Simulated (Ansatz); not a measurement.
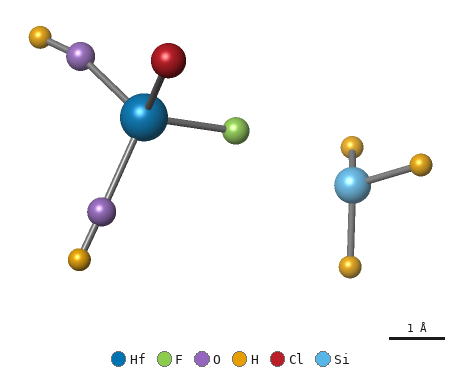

HfSiH5O2ClF (multiplicity 2), before the relaxation. The picture is a ball-and-stick view, seen at a tilt.

The run prepares an end point of a later path (reaction) calculation, from a guessed geometry.

These are results of UKS PBE/def2-SVP in Ansatz, not measurements.

Input
```yaml
crystal:
  periodic: [false, false, false]
  atoms:
    - { symbol: Hf, position_ang: [-0.021214, -0.026595, -0.143381] }
    - { symbol: F, position_ang: [0.094079, 0.261865, 1.795842] }
    - { symbol: O, position_ang: [1.752675, -0.284379, -0.829307] }
    - { symbol: H, position_ang: [2.543702, -0.645193, -1.251454] }
    - { symbol: Cl, position_ang: [-1.019119, 1.875795, -1.172254] }
    - { symbol: O, position_ang: [-1.106234, -1.580115, -0.438333] }
    - { symbol: H, position_ang: [-1.58266, -2.413706, -0.553074] }
    - { symbol: Si, position_ang: [-0.004821, 0.023008, 4.582543] }
    - { symbol: H, position_ang: [-0.784285, -1.178186, 5.061007] }
    - { symbol: H, position_ang: [1.412746, -0.057711, 5.091835] }
    - { symbol: H, position_ang: [-0.655969, 1.285516, 5.088077] }
magnetization:
  spin_polarized: true
  initial_magnetization: 1
basis:
  gaussian: { orbitals: def2-SVP }
hamiltonian:
  xc: pbe
relax:
  f_tol: 0.03
  max_steps: 50
output:
  orbitals: {}
```

Run as
```bash
ansatz run input.yaml --threads 4 --pin off --max-ram 5120MiB --backend cpu --events-out ev --progress --plain --runs-dir out
```

### Where does the relaxation end?

Over 14 geometry steps the energy falls by 0.136 eV. The largest force component goes from 0.83 to 0.015 eV/Å. The forces were under the threshold at step 3, but the run went on from there. The largest move after the best rigid fit is that of H9, 0.99 Å. Largest moves by element: H 0.99 Å, Si 0.44 Å, F 0.32 Å, O 0.21 Å, Cl 0.12 Å, Hf 0.12 Å. Among the contacts that change: Hf1–F2 1.964 → 1.933 Å, Si8–H10 1.508 → 1.503 Å. Bond angles that change, for instance: Hf1–O3–H4 164.3° → 170.9°.

Final geometry:

```xyz
11

Hf    0.0444    0.0677   -0.1379
F     0.2758    0.5185    1.7272
O     1.7751   -0.2765   -0.8920
H     2.5930   -0.5912   -1.2966
Cl   -0.9767    1.8886   -1.2835
O    -1.0864   -1.4776   -0.2550
H    -1.5543   -2.3160   -0.3546
Si   -0.2367   -0.3378    4.6751
H    -0.6155   -0.9463    6.0037
H     1.2578   -0.2956    4.5219
H    -0.8475    1.0265    4.5232
```

After the run, drawn alike:

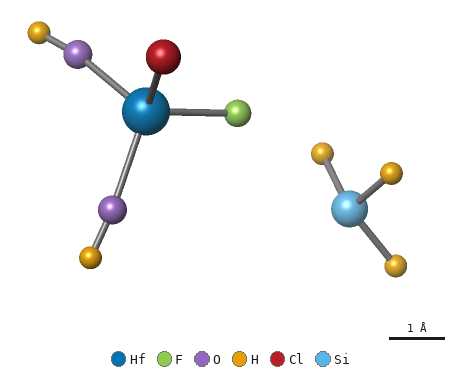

Limits of the set-up: the start holds two separate molecules, 2.8 Å apart at their closest, whose relative position is a soft coordinate and is computed without a dispersion correction.
